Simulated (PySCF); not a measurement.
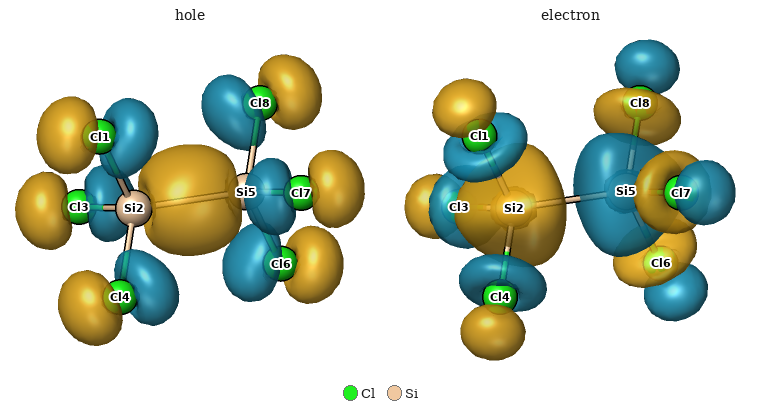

Figure 1: Cl6Si2, SMILES `Cl[Si](Cl)(Cl)[Si](Cl)(Cl)Cl`. Leading natural transition orbital pair of S₃ (TDA singlet states); the surfaces enclose about 70 % of each orbital's density.

Method: PBE0/6-31G*; geometry: GFN2-xTB; program: PySCF. No frequency check shows the geometry to be a minimum. GFN2-xTB bond lengths at metals and heavier atoms can be off by up to 0.1 Å and shapes distorted, which carries into these values. Without diffuse functions Rydberg states are missing, so the states' numbers hold for this basis only.

Question: Where does the state lie, and where do hole and electron sit?

Answer: 7.21 eV (172 nm), f = 0.189 (bright); the leading pair carries 86 %; hole on Si2 and Si5 (14 % each) and Cl1, Cl3, Cl4, Cl6, Cl7 and Cl8 (12 % each), electron on Si2 and Si5 (21 % each) and Cl1, Cl3, Cl4, Cl6, Cl7 and Cl8 (10 % each); their centroids lie 0.0 Å apart; S₄ and S₅ lie within 0.1 eV of it. In canonical orbitals it is mainly HOMO → LUMO+2 (84 %). The HOMO–LUMO gap is 7.81 eV.

Cost of the run: 7.4 min on 1 thread of AMD EPYC 7571, with other jobs on the host, peak memory 0.81 GiB.
